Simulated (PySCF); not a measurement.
# C5H8FGeN: what the fields show

```xyz
16

C     0.6207   -1.5602   -0.5045
C     0.3392   -0.0592   -0.5143
Ge    1.6119    0.9006    0.6974
C    -1.0623    0.2301   -0.0744
C    -1.4227   -0.2516    1.2060
N    -1.6720   -0.6535    2.2498
C    -1.9275    0.9197   -0.8184
F    -3.1693    1.2056   -0.4134
H    -0.0499   -2.0865   -1.1833
H     0.4856   -1.9689    0.4962
H     1.6471   -1.7493   -0.8166
H     0.4650    0.3275   -1.5308
H     1.3190    2.3672    0.6941
H     3.0108    0.6890    0.2116
H     1.5096    0.3839    2.0909
H    -1.7128    1.3145   -1.8017
```

Geometry: GFN2-xTB.

The calculation used PySCF 2.14.0, CAM-B3LYP/def2-SVPD, SCF density, gas phase.

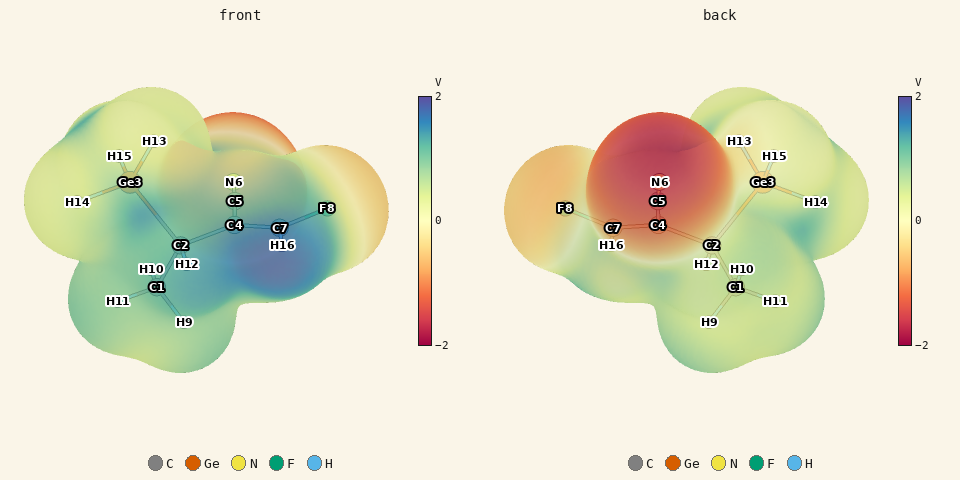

Figure 1. The electrostatic potential painted on the density surface at 0.002 e/bohr³, seen from the front and from behind; red is negative and blue positive.

Q: Which sites attract a positive test charge, and which a negative one?

A: A positive charge is drawn to the negative regions and a negative charge to the positive ones. The most negative region (about −1.8 V, or −42 kcal/mol for a unit charge) lies over N6, the most positive (about +1.8 V, or +42 kcal/mol for a unit charge) over H16. N6 is the likeliest acceptor of a hydrogen bond.

Q: How polar is the molecule by this calculation?

A: Its dipole moment is 4.67 D.

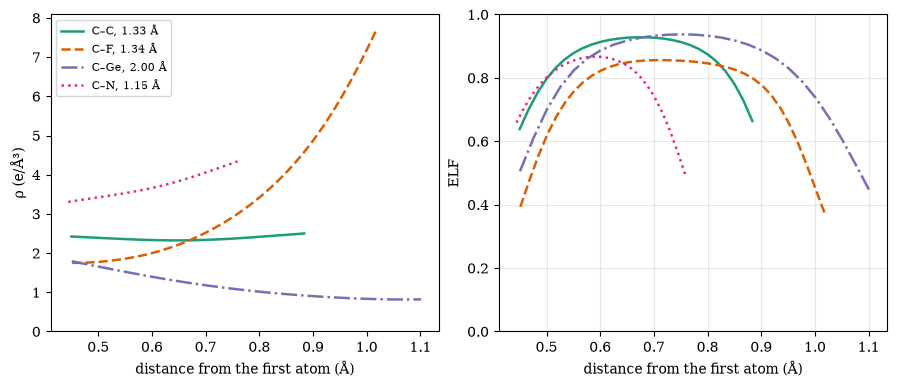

Figure 2. Total electron density and ELF along straight lines between neighbouring atoms. The curves leave out the atomic cores.

Q: Compare the contacts.

A: C–C (1.33 Å): the density is about 2.3 e/Å³ at the midpoint; the ELF peaks at about 0.95 between the atoms; a short, multiple covalent bond.
C–F (1.34 Å): ρ at the midpoint is about 2.3 e/Å³; the ELF peaks at about 0.85 between the atoms (a polar covalent bond).
C–Ge (2.00 Å): ρ is about 0.83 e/Å³ halfway; the ELF peaks at about 0.95 in the valence shell of C, 0.8 Å from its nucleus, and is about 0.75 at the midpoint.
C–N (1.15 Å): ρ is about 3.6 e/Å³ halfway; the ELF peaks at about 0.85 between the atoms; a short, multiple covalent bond.
